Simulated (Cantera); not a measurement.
Charge: 1 mol NiS, 12 mol H2, 7.2 mol N2, held at 1300 K.

Equilibrium computed with Cantera from the NASA thermochemical tables; the gas is ideal and each condensed phase is pure. Candidate condensed phases: Ni, NiS, NiS2, Ni3S2, Ni3S4, S; 17 gas species. Metal and sulfide melt together well below either melting point, which pure phases cannot show. Mutual solubility and eutectic melting of coexisting phases are not modelled. Kinetics and transport are ignored.

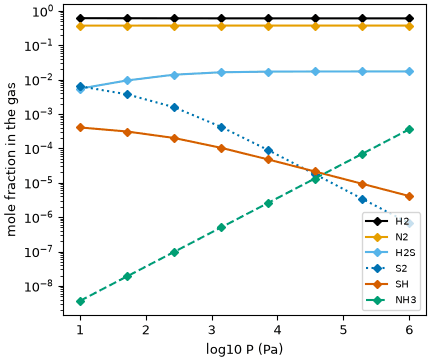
Figure: Equilibrium gas composition (values under 1e-9 drawn at 1e-9)

At 10.0 Pa the condensed part is Ni(s) + Ni3S2(l). From 52.0 Pa to 10.0 bar the condensed part is Ni3S2(l).
